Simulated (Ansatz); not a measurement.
The figure comes from a scan of Si (diamond): a phonon pattern at X = (0.5, 0.5, 0.0) is frozen into a 4-atom cell, Q being the largest atomic displacement. Level of theory: PBE (plane waves to 420 eV, PAW, scalar-relativistic; Ansatz, a quantum-chemistry and plane-wave program). k mesh 10×10×10 (Γ-centred), Fermi-Dirac smearing 0.05 eV. Si was relaxed with its symmetry unable to fall. The PAW data are Ansatz's earlier set. 

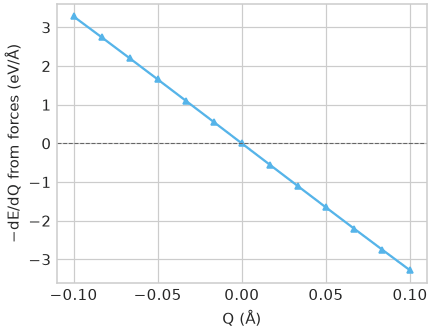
*−dE/dQ from forces (eV/Å) against Q (Å); computed points joined by lines.*

Question: Read the plotted values off the figure, to the accuracy that the plot allows.

Answer: To the nearest 0.1:

```tsv
Q (Å)	−dE/dQ from forces (eV/Å)
-0.100	3.3
-0.083	2.7
-0.067	2.2
-0.050	1.7
-0.033	1.1
-0.017	0.6
0.000	0.0
0.017	-0.6
0.033	-1.1
0.050	-1.7
0.067	-2.2
0.083	-2.7
0.100	-3.3
```

(A displaced cell: forces are minus the slopes of the energy, force constants its curvatures, and phonons follow from these.)
